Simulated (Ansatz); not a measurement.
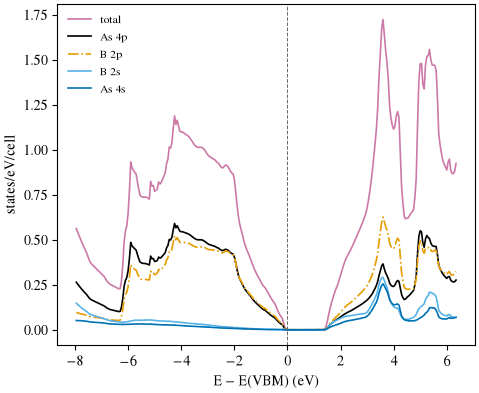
Figure: Total and projected density of states of BAs (zinc blende, space group No. 216), r²SCAN in the plane-wave PAW code Ansatz

Question: Which orbitals carry the states next to the gap?

Answer: Top 1 eV of the valence band: B 2p 51 %, As 4p 46 %. Bottom 1 eV of the conduction band: B 2p 32 %, As 4p 24 %, B 2s 21 %, As 4s 12 %, outside the projected shells 12 %. Projections are on Löwdin-orthogonalised atomic valence shells; empty p or d shells of many metals are not among them.

Question: Where is the tallest occupied peak in this window, and what makes it?

Answer: Near -4.2 eV, about 1.2 states/eV per cell; the largest projected share is As 4p.

Space group F-43m (zinc blende). Symmetry was held in the r²SCAN relaxation; phonons on a q-mesh show no instability. Spin–orbit coupling is left out wherever it is not named.

Potentials: the earlier of the program's two PAW sets.
